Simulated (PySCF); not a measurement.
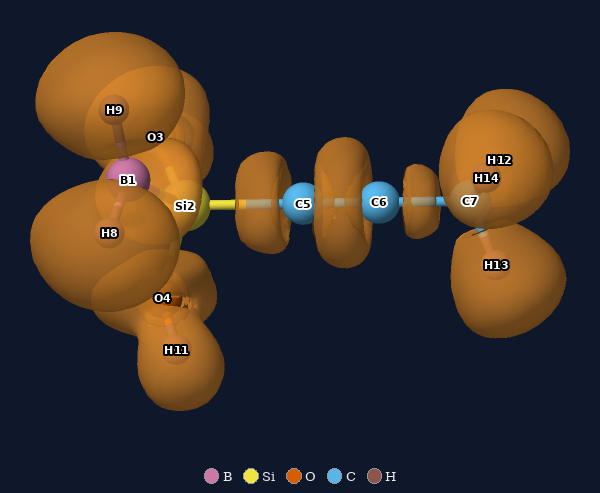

The picture shows: C$_{3}$H$_{7}$BO$_{2}$Si (SMILES B[Si](O)(O)C#CC). Isosurface of the electron localisation function at 0.75 (orange), seen from one side. Only the valence region is drawn (cores and ρ < 0.01 e/Å³ removed).

Geometry: GFN2-xTB.

Level of theory: PBE0/pcSseg-1, SCF density, gas phase, non-relativistic (PySCF).

```yaml
atoms:
  - { symbol: B, position_ang: [-2.5197, 0.7789, 0.5257] }
  - { symbol: Si, position_ang: [-1.3053, -0.3721, -0.4782] }
  - { symbol: O, position_ang: [-1.5614, -0.1758, -2.0796] }
  - { symbol: O, position_ang: [-1.4841, -2.0045, -0.2692] }
  - { symbol: C, position_ang: [0.4845, 0.0013, -0.0658] }
  - { symbol: C, position_ang: [1.6265, 0.2542, 0.2245] }
  - { symbol: C, position_ang: [3.0027, 0.5505, 0.5644] }
  - { symbol: H, position_ang: [-2.9370, 0.4639, 1.5727] }
  - { symbol: H, position_ang: [-2.8268, 1.8353, 0.1347] }
  - { symbol: H, position_ang: [-1.2144, -0.8181, -2.6941] }
  - { symbol: H, position_ang: [-1.3388, -2.3951, 0.5860] }
  - { symbol: H, position_ang: [3.5813, 0.7313, -0.3414] }
  - { symbol: H, position_ang: [3.4435, -0.2886, 1.1027] }
  - { symbol: H, position_ang: [3.0484, 1.4382, 1.1955] }
```

Describe the localisation domains.

Answer. The surface consists of one region between bonded B–Si atoms (shared pairs), two regions between bonded C–C atoms (shared pairs), one region between bonded C–Si atoms (shared pairs), five regions around hydrogen nuclei and two joined regions spread over several atoms (H, O), in which their bonds and any lone pairs are merged. Along the contacts the grid gives the following. C–C (1.21 Å): the ELF peaks at about 0.85 between the atoms; a multiple bond. Si–O (1.63 Å): the ELF peaks at about 0.85 between the atoms; a shared but strongly polarised pair.
